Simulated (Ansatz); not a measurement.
CH₆AlN: several calculations on one system

Part 1: Relaxation

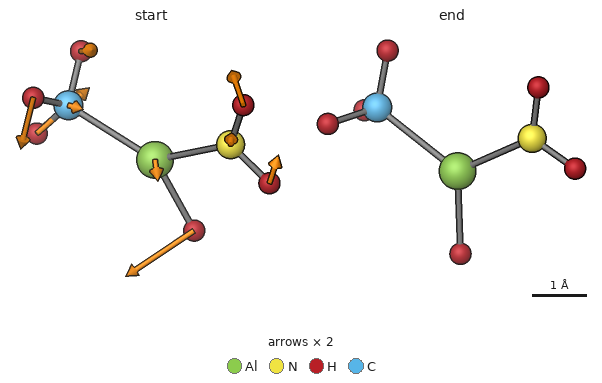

The structure of CH6AlN before (left) and after (right) a relaxation, at one scale. The orange arrows give the displacements, magnified 2 times.

A ball-and-stick model, seen at a tilt.

The run prepares an end point of a later path (reaction) calculation, from a guessed geometry.

Method: RKS PBE0/def2-SVP (Ansatz 0.2.0).

Input file:
```yaml
crystal:
  periodic: [false, false, false]
  atoms:
    - { symbol: Al, position_ang: [0.270166, 0.035494, -0.056972] }
    - { symbol: "N", position_ang: [0.870909, -0.027857, 1.687676] }
    - { symbol: H, position_ang: [0.414778, -0.097736, 2.592268] }
    - { symbol: H, position_ang: [1.87873, 0.020376, 1.814023] }
    - { symbol: H, position_ang: [1.766119, 0.124797, -0.445848] }
    - { symbol: C, position_ang: [-1.502101, -0.007606, -0.869841] }
    - { symbol: H, position_ang: [-2.043322, -0.937763, -0.63217] }
    - { symbol: H, position_ang: [-2.133031, 0.830479, -0.531773] }
    - { symbol: H, position_ang: [-1.422848, 0.059815, -1.966664] }
basis:
  gaussian: { orbitals: def2-SVP }
hamiltonian:
  xc: pbe0
relax:
  f_tol: 0.03
  max_steps: 50
```

Run as
```bash
ansatz run input.yaml --threads 1 --pin off --max-ram 2048MiB --backend cpu --events-out ev --progress --plain --runs-dir out
```

### What changed between the two?

After 19 accepted moves (22 points after the start) the energy has fallen by 12.7 kcal/mol. The largest force component goes from 2 to 0.026 eV/Å. The line search rejected the trial steps at points 8, 13, 17 of the run. The forces were under the threshold at step 7, but the run went on from there. The atom that moves furthest after the best rigid fit is H5 (0.78 Å). Largest moves by element: H 0.78 Å, Al 0.23 Å, N 0.18 Å, C 0.17 Å. Some distances before and after: Al1–N2 1.846 → 1.776 Å, Al1–H5 1.548 → 1.592 Å, Al1–C6 1.950 → 1.956 Å. Among the angles between lasting bonds that change: N2–Al1–H5 85.7° → 116.1°, H5–Al1–C6 140.8° → 123.3°, N2–Al1–C6 133.5° → 120.6°. Groups turn about Al1–C6 by about 50°. Cost: 55 s on 1 thread of Arm Neoverse V1, on a shared host, peak memory 0.13 GiB.

Part 2: Relaxation

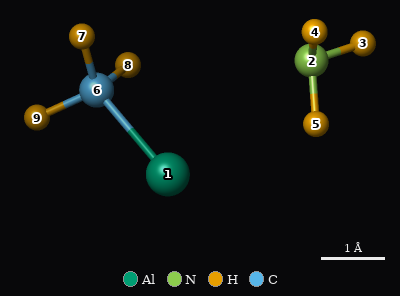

This is the input geometry for a relaxation of CH₆AlN. The picture is a ball-and-stick view, seen at a tilt.

The run prepares an end point of a later path (reaction) calculation, from a guessed geometry.

The calculation used Ansatz 0.2.0, RKS PBE0/def2-SVP.

The input:
```yaml
crystal:
  periodic: [false, false, false]
  atoms:
    - { symbol: Al, position_ang: [0.234208, 0.214849, -1.316024] }
    - { symbol: "N", position_ang: [1.222881, 0.042376, 1.62274] }
    - { symbol: H, position_ang: [1.243481, 0.800667, 2.302045] }
    - { symbol: H, position_ang: [1.559709, -0.797128, 2.089106] }
    - { symbol: H, position_ang: [1.914009, 0.27473, 0.884397] }
    - { symbol: C, position_ang: [-1.718997, -0.091864, -1.039985] }
    - { symbol: H, position_ang: [-1.921662, -1.0089, -0.457223] }
    - { symbol: H, position_ang: [-2.181415, 0.749445, -0.490177] }
    - { symbol: H, position_ang: [-2.252815, -0.184175, -2.004179] }
basis:
  gaussian: { orbitals: def2-SVP }
hamiltonian:
  xc: pbe0
relax:
  f_tol: 0.03
  max_steps: 50
```

Command:
```bash
ansatz run input.yaml --threads 1 --pin off --max-ram 2048MiB --backend cpu --events-out ev --progress --plain --runs-dir out
```

**Predict the outcome.**

The atom that moves furthest after the best rigid fit is H3 (1.11 Å). By element the largest moves are H 1.11 Å, N 0.65 Å, C 0.50 Å, Al 0.36 Å. Near-neighbour distances that change, for instance: Al1–N2 3.105 → 2.237 Å, Al1–C6 1.996 → 2.026 Å, N2–H5 1.038 → 1.020 Å, N2–H3 1.018 → 1.023 Å. New bonds form, among them: Al1–N2 (3.11 → 2.24 Å). Over 10 geometry steps the energy falls by 0.482 eV. Largest force component: 0.9 eV/Å at the start, 0.0091 eV/Å at the end.

The structure at the end:

```xyz
9

Al    0.5698    0.2011   -1.1799
N     1.0141    0.0977    1.0102
H     0.4482    0.7689    1.5354
H     0.7772   -0.8276    1.3768
H     1.9928    0.2735    1.2376
C    -1.3709   -0.0880   -0.6756
H    -1.5392   -1.0192   -0.0976
H    -1.7658    0.7422   -0.0547
H    -2.0268   -0.1486   -1.5616
```

After the run, drawn alike:

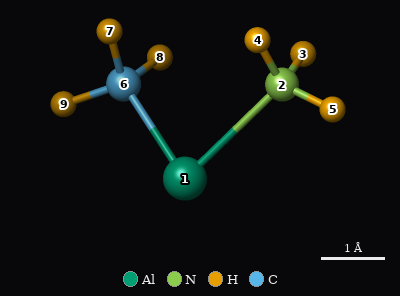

Limits of the set-up: the start holds two separate molecules, 2.8 Å apart at their closest, whose relative position is a soft coordinate and is computed without a dispersion correction.

Part 3: Path

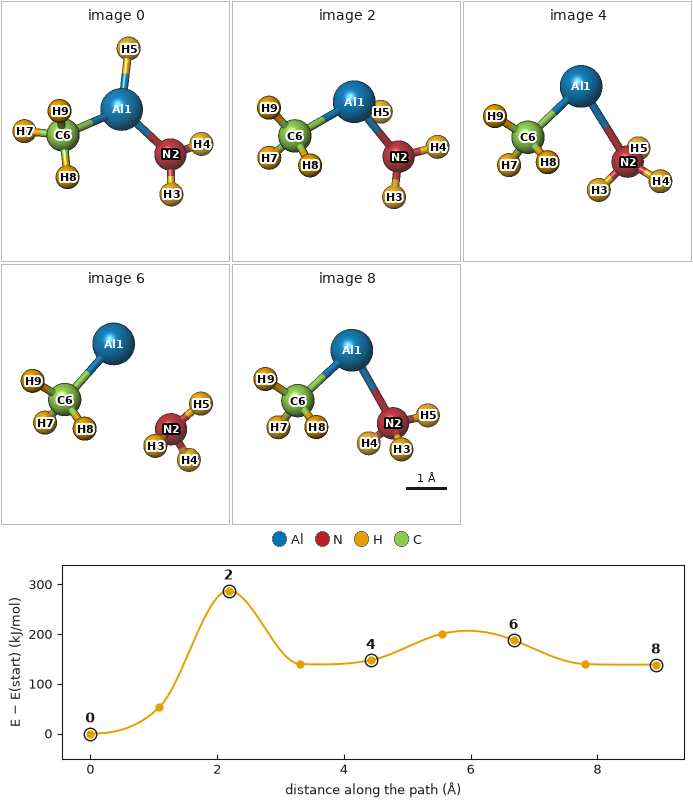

NEB run on CH$_{6}$AlN. Images are numbered from 0 (start) to 8 (end). The picture is a ball-and-stick view, seen at a tilt.

Theory: Ansatz, RKS PBE0/def2-SVP. Settings: 7 movable images; climbing image; force threshold 0.03 eV/Å; iteration limit 60; starting path through a guess of the saddle point.

### Describe the mechanism and the energy profile.

The energy climbs by 287.7 kJ/mol to image 2 and then falls by 148.9 kJ/mol, so the end point sits at +138.8 kJ/mol. The path has more than one stage, and so few images may leave a stage unresolved. Breaking: Al1–H5 (1.59 → 1.72 at the top → 2.81 Å). Forming: N2–H5 (2.86 → 1.46 at the top → 1.02 Å). The band converged in 31 iterations. The largest component of the band force went from 51 to 0.028 eV/Å. The climbing image converged on the top of the path. Its vibrational analysis gives one imaginary mode (1421i cm⁻¹), as a transition state must have.

The run took 7.8 min on 1 thread of Arm Neoverse V1 (shared host), peak memory 0.17 GiB.
